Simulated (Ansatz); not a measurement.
All values below come from PBE (plane waves to 420 eV, PAW; Ansatz, a program for electronic structure).

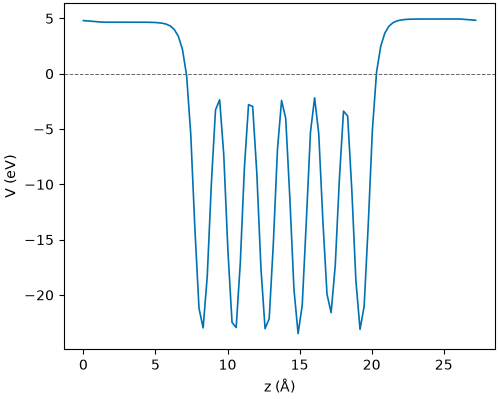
Figure. Electrostatic potential energy of an electron, averaged over planes parallel to the surface, in eV from the Fermi level, for a constructed model of the (110) surface of bcc Mo, a layer of Ir in place of the second plane (bottom of the slab: a bare face, its two planes held)

Slab: 6 atoms, 11.0 Å thick at the start with caps and adatoms (thin: gaps and levels are the slab's own); k 14x14x1, smearing 0.1 eV, dipole-corrected; 2 atoms held, the rest relaxed; symmetry of the start imposed; no spin, no spin-orbit, no U. In PBE it lies 0.16 eV a 1x1 cell over the lowest computed structure of the same composition (a layer of Ir in place of the third plane).

The vacuum level lies 4.95 eV above the Fermi level over the top face and 4.66 eV above it under the bottom face.
